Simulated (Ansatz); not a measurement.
Input

```
crystal:
  periodic: [false, false, false]
  atoms:
    - {symbol: C, position_ang: [-0.269806, 2.010420, 0.511985]}
    - {symbol: C, position_ang: [-0.598234, 0.847846, 0.773305]}
    - {symbol: Si, position_ang: [-0.994114, -0.879891, 1.370508]}
    - {symbol: H, position_ang: [0.008402, 3.018145, 0.270419]}
    - {symbol: H, position_ang: [-1.724389, -1.279725, 0.062848]}
basis:
  gaussian:
    orbitals: def2-TZVPD
total_charge: -1
output: {forces: true, orbitals: {seedname: orbitals}}
hamiltonian:
  xc: {name: PBE0}
magnetization:
  spin_polarized: true
  initial_magnetization: 1
```

Launched as:

```sh
ansatz run input.yaml --threads 1 --pin off --max-ram 2610MiB --events-out events.jsonl --progress --plain --runs-dir runs
```

Geometry: PBE0-D3(BJ)/def2-SVPD; the highest occupied orbital lies above zero, a sign that basis and functional describe the outermost electron poorly.

Theory: Ansatz 0.2.0, isolated molecule in a Gaussian basis; Kohn-Sham density functional theory, functional PBE0.

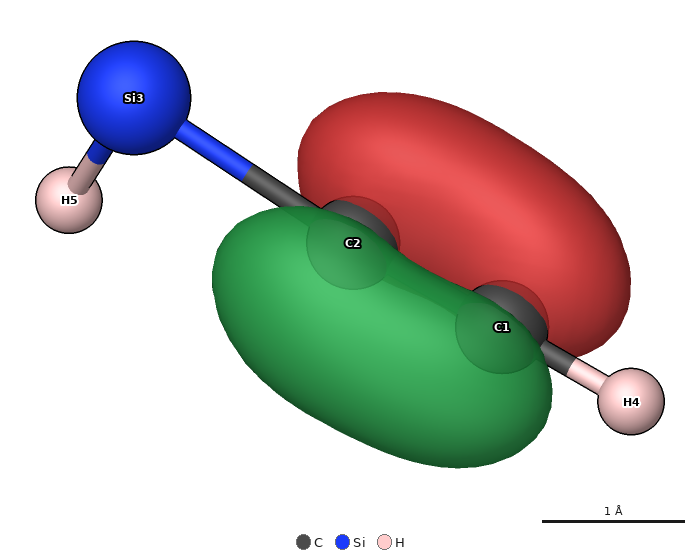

C2H2Si (SMILES [CH]=C=[SiH-]) (charge −1, doublet). The HOMO−1 (β) at ±0.2 Å⁻³ᐟ² (green and red are the two phases), seen at an oblique angle.

> Where does this orbital lie, and at what energy?

Its weight (Hirshfeld) is mainly on C2 (about 45 %) and C1 (about 45 %); it changes sign across the molecular plane (π type); π-bonding across C1–C2. Its energy is −3.05 eV.
